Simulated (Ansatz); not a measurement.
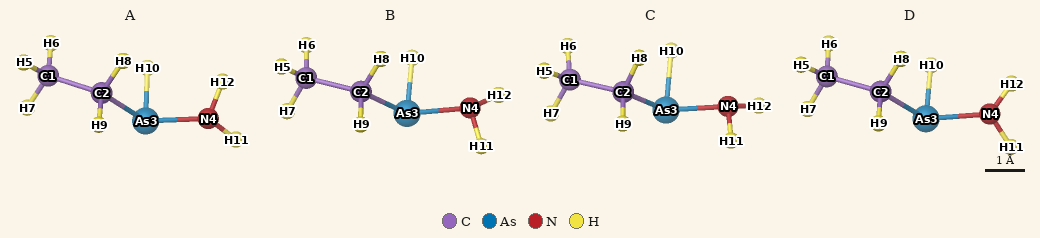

4 geometries from one relaxation of C2H8AsN, in shuffled order. A ball-and-stick model, seen from a free direction.

The run prepares an end point of a later path (hydrogen shift) calculation, from a guessed geometry.

These are results of Ansatz, RKS PBE-D4/def2-SVP, not measurements. (no spin polarisation; force threshold 0.02 eV/Å; at most 50 steps)

Order the frames from highest to lowest energy.

C, B, D, A. They are steps 0, 4, 11, 18, at +9.74 kcal/mol, +1.92 kcal/mol, +0.70 kcal/mol relative to the last. The largest moves after the best rigid fit, 1.17 Å, are those of H11 and H12. Largest moves by element: H 1.17 Å, N 0.34 Å, As 0.29 Å, C 0.11 Å. Among the contacts that change: C1–H5 1.168 → 1.110 Å, N4–H11 1.077 → 1.027 Å, As3–H10 1.610 → 1.561 Å, C2–As3 1.949 → 1.995 Å. Among the angles between lasting bonds that change: N4–As3–H10 91.3° → 101.0°, C1–C2–As3 108.2° → 112.7°, As3–C2–H9 109.7° → 105.3°. Groups turn about As3–N4 by about 90°. Over 15 accepted moves (18 points after the start) the energy falls by 9.74 kcal/mol. Largest force component: 2.2 eV/Å at the start, 0.018 eV/Å at the end. The line search rejected the trial steps at points 6, 9, 13 of the run.
